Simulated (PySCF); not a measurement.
# CH₅B: a changed input and its effect

System: CH₅B.
Method of run 1: RKS PBE0-D4/def2-TZVPP, density fitting (PySCF 2.14.0).

The geometry comes from this level: PBE0-D4/def2-TZVP. Text and figures count atoms from 1; the logs count them from 0 in places.

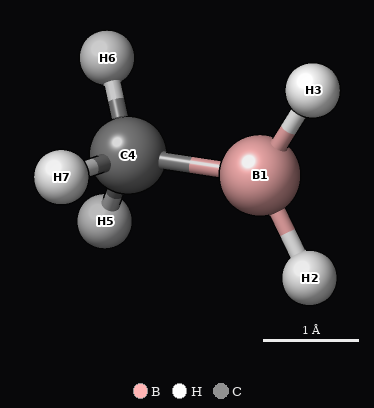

**Figure 1.** The structure (ball-and-stick view, seen at a tilt; atoms are numbered from 1 in the order of the input). Bond lengths as drawn: B–C 1.55 Å, B–H 1.20 Å and C–H 1.09 to 1.11 Å.

### Input, run 1
```python
import json, numpy as np
from pyscf import gto, scf, dft, mp, cc
EV, BOHR = 27.211386245988, 0.529177210903
mol = gto.M(atom="""
B 0.356727 0.089623 -0.689391
H 0.419861 -1.018155 -1.143127
H -0.062611 0.964269 -1.393630
C 0.882479 0.396750 0.733977
H 0.869922 -0.447041 1.426129
H 0.456475 1.283620 1.206263
H 1.949532 0.629694 0.566078
""", basis="def2-tzvpp", charge=0, spin=0, max_memory=8670, verbose=0)
def mean_field(mol, dm=None):
    mf = dft.RKS(mol, xc="pbe0").density_fit()
    mf.conv_tol = 1e-9; mf.grids.level = 4
    mf.kernel(dm0=dm)
    if not mf.converged: mf = mf.newton().run(mf.mo_coeff, mf.mo_occ)
    assert mf.converged
    return mf
def d4(mol):
    from pyscf.dispersion.dftd4 import DFTD4Dispersion
    real = gto.M(atom=[(mol.atom_pure_symbol(i), mol.atom_coord(i)) for i in range(7)], unit='B', charge=mol.charge, spin=None, basis='def2-svp', verbose=0)
    r = DFTD4Dispersion(real, xc="pbe0", atm=True).get_dispersion(grad=True); return r["energy"], r["gradient"]
def energy_and_gradient(mol, dm=None):
    mf = mean_field(mol, dm); e, g = d4(mol)
    return mf, (mf.e_tot + e) * EV, (mf.nuc_grad_method().kernel()[:7] + g) * EV / BOHR
out = {}
mf = mean_field(mol); e = d4(mol)[0]
out.update(energy=(mf.e_tot + e) * EV, converged=True, dispersion=e * EV)
out['s2'] = mf.spin_square()[0]; out['nelec'] = mol.nelec
print(f"Total energy {out['energy']:.6f} eV, <S^2> {out['s2']:.4f}")
json.dump(out, open("out.json", "w"), default=float)
```

Command:
```bash
OMP_NUM_THREADS=4 python run.py
```

Hardware: 4 threads of Intel Xeon @ 2.50GHz, 180 GiB of memory available, shared host.

### Output (run 1)
```
Total energy -1792.411741 eV, <S^2> 0.0000
```

The input of run 2 differs as follows (lines with − go, lines with + come):
```diff
-    mf = dft.RKS(mol, xc="pbe0").density_fit()
+    mf = dft.RKS(mol, xc="pbe").density_fit()
-    r = DFTD4Dispersion(real, xc="pbe0", atm=True).get_dispersion(grad=True); return r["energy"], r["gradient"]
+    r = DFTD4Dispersion(real, xc="pbe", atm=True).get_dispersion(grad=True); return r["energy"], r["gradient"]
```

How does run 2 compare with run 1?

The total energies belong to different models, so their difference says nothing on which is more stable or more accurate. The functional changes from PBE0 to PBE.

### Output (run 2)
```
Total energy -1791.868974 eV, <S^2> 0.0000
```

### The two runs side by side

| quantity | run 1 | run 2 |
| --- | --- | --- |
| outcome | converged | converged |
| total energy (hartree) | −65.869917 | −65.849970 |
| basis functions | 132 | 132 |
| wall time (shared host) | 8.3 s | 8.2 s |
